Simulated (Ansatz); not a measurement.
# C2H9AlSi (SMILES C[SiH](C)[AlH2]) at r2SCAN/cc-pVDZ

Aim: the energy change on altering one bond length of C2H9AlSi at r2SCAN/cc-pVDZ, from 2 runs. 

Program for the calculation: Ansatz 0.2.0.

45 further runs of the same task are left out: 45 set aside as unsound or not needed. Runs told in other sessions of the task aren't counted.

## 1. The system as given

C2H9AlSi: 13 atoms, total charge 0, spin state singlet. As SMILES, `C[SiH](C)[AlH2]`. Geometry: relaxed at PBE0-D4/def2-TZVP.

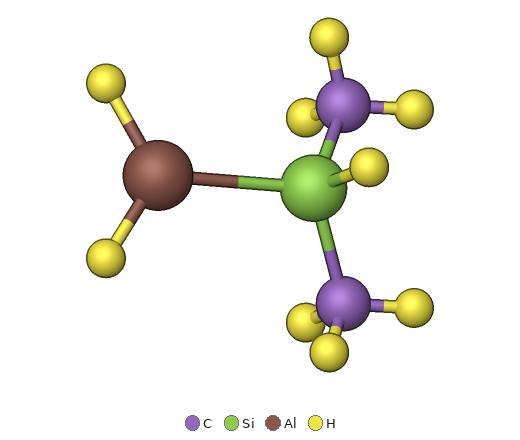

Viewed from a chosen angle; carbon purple, silicon green, aluminium brown, hydrogen yellow.

## 2. A single-point energy at r2SCAN/cc-pVDZ

Contents of molecule.yaml:

```yaml
basis:
  gaussian:
    orbitals: cc-pVDZ
crystal:
  periodic: [false, false, false]
  atoms:
    - {symbol: C, position_ang: [-0.866600, 1.411600, -0.714500]}
    - {symbol: Si, position_ang: [-0.138800, -0.288000, -0.351000]}
    - {symbol: C, position_ang: [1.742200, -0.215000, -0.436200]}
    - {symbol: Al, position_ang: [-0.964000, -1.250200, 1.760500]}
    - {symbol: H, position_ang: [-1.958500, 1.381800, -0.711700]}
    - {symbol: H, position_ang: [-0.550700, 2.142800, 0.033900]}
    - {symbol: H, position_ang: [-0.539400, 1.770100, -1.694100]}
    - {symbol: H, position_ang: [-0.602000, -1.216600, -1.435400]}
    - {symbol: H, position_ang: [2.070400, 0.143000, -1.415700]}
    - {symbol: H, position_ang: [2.144200, 0.462300, 0.321500]}
    - {symbol: H, position_ang: [2.182900, -1.200600, -0.270400]}
    - {symbol: H, position_ang: [-0.100900, -2.306700, 2.585400]}
    - {symbol: H, position_ang: [-2.398600, -0.869500, 2.342400]}
hamiltonian:
  xc: r2scan
accuracy: high
output:
  orbitals: {seedname: orbitals}
```

Command:

```
$ ansatz run molecule.yaml --threads 1 --pin off --max-ram 2610MiB --events-out events.jsonl --progress --plain --runs-dir runs
```

The log of the run:

```text
Warning: RAYON_NUM_THREADS=1 ignored (pool sized by the plan → 1); use --threads N
Functional definition: r2SCAN
  name "r2SCAN"
  parameter k0 = 0.174
  parameter k1 = 0.065
  parameter a1 = 4.9479
  exchange = r2scan_x(k0 = k0, k1 = k1, a1 = a1)
  correlation = r2scan_c
2636 factors; integrals over basis functions are off by at most 3.8e-9 eV
mean field evaluation 1: about -16681.9125 eV, gradient 6.4e1 eV
mean field evaluation 2: about -16671.1198 eV, gradient 8.4e1 eV
mean field evaluation 4: about -16692.1099 eV, gradient 2.8e0 eV
mean field evaluation 8: about -16692.1322 eV, gradient 1.9e-1 eV
mean field evaluation 16: about -16692.1323 eV, gradient 1.5e-5 eV
mean field -16692.13232184 eV, -613.4245484941 hartree, gradient 1.4e-8 eV, S^2 0.000000; 0 other end points of the search recorded, 0 dependent functions left out
reference -16692.13232293 eV, -613.4245485339 hartree; 24, 24 occupied and 85, 85 virtual orbitals, 2636 factors
Total energy: -16692.13232293 eV, -613.4245485339 hartree
```

Run time: 20 s. Hardware: 1 thread of Intel Xeon Platinum 8259CL at 2.50GHz (Skylake/Cascade Lake), shared host; peak memory 0.44 GiB.

## 3. The distorted shape at the same level

Contents of input.yaml:

```yaml
crystal:
  periodic: [false, false, false]
  atoms:
    - {symbol: C, position_ang: [-0.926884, 1.310033, -0.828124]}
    - {symbol: Si, position_ang: [-0.199084, -0.389567, -0.464624]}
    - {symbol: C, position_ang: [1.681916, -0.316567, -0.549824]}
    - {symbol: Al, position_ang: [-1.024284, -1.351767, 1.646876]}
    - {symbol: H, position_ang: [-2.018784, 1.280233, -0.825324]}
    - {symbol: H, position_ang: [-0.610984, 2.041233, -0.079724]}
    - {symbol: H, position_ang: [-0.599684, 1.668533, -1.807724]}
    - {symbol: H, position_ang: [-0.662284, -1.318167, -1.549024]}
    - {symbol: H, position_ang: [2.010116, 0.041433, -1.529324]}
    - {symbol: H, position_ang: [2.144200, 0.462300, 0.321500]}
    - {symbol: H, position_ang: [2.122616, -1.302167, -0.384024]}
    - {symbol: H, position_ang: [-0.161184, -2.408267, 2.471776]}
    - {symbol: H, position_ang: [-2.458884, -0.971067, 2.228776]}
basis:
  gaussian: {orbitals: cc-pVDZ}
hamiltonian: {xc: {name: r2SCAN}}
accuracy: high
output: {orbitals: {seedname: orbitals}}
```

Command:

```
$ ansatz run input.yaml --threads 1 --pin off --max-ram 2610MiB --events-out events.jsonl --progress --plain --runs-dir runs
```

The log of the run, shortened:

```text
Warning: RAYON_NUM_THREADS=1 ignored (pool sized by the plan → 1); use --threads N
[... 7 set-up lines as earlier in the session ...]
2640 factors; integrals over basis functions are off by at most 3.8e-9 eV
mean field evaluation 1: about -16681.8680 eV, gradient 6.3e1 eV
mean field evaluation 2: about -16670.5371 eV, gradient 8.4e1 eV
mean field evaluation 4: about -16691.8150 eV, gradient 2.9e0 eV
mean field evaluation 8: about -16691.8377 eV, gradient 8.1e-2 eV
mean field evaluation 16: about -16691.8377 eV, gradient 4.4e-6 eV
mean field -16691.83770040 eV, -613.4137213559 hartree, gradient 2.7e-8 eV, S^2 0.000000; 0 other end points of the search recorded, 0 dependent functions left out
reference -16691.83770149 eV, -613.4137213960 hartree; 24, 24 occupied and 85, 85 virtual orbitals, 2640 factors
Total energy: -16691.83770149 eV, -613.4137213960 hartree
```

It took 20 s on 1 thread of Intel Xeon Platinum 8259CL at 2.50GHz (Skylake/Cascade Lake), shared host; peak memory 0.44 GiB.

## 4. Outcome

Level: r2SCAN/cc-pVDZ.

| quantity | value |
| --- | --- |
| first shape: total energy | -613.42455 Eh |
| first shape: HOMO energy | -6.11 eV |
| first shape: LUMO energy | -2.33 eV |
| first shape: HOMO–LUMO gap | 3.78 eV |
| distorted shape: total energy | -613.41372 Eh |
| distorted shape: HOMO energy | -6.12 eV |
| distorted shape: LUMO energy | -2.34 eV |
| distorted shape: HOMO–LUMO gap | 3.79 eV |
| energy change with the C3–H10 bond stretched from 1.093 to 1.257 Å | 0.295 eV |

In words: With the C3–H10 bond stretched from 1.093 to 1.257 Å the energy rises by 0.29 eV (28.4 kJ/mol). The first shape isn't relaxed at this level, so the change isn't measured from a minimum.
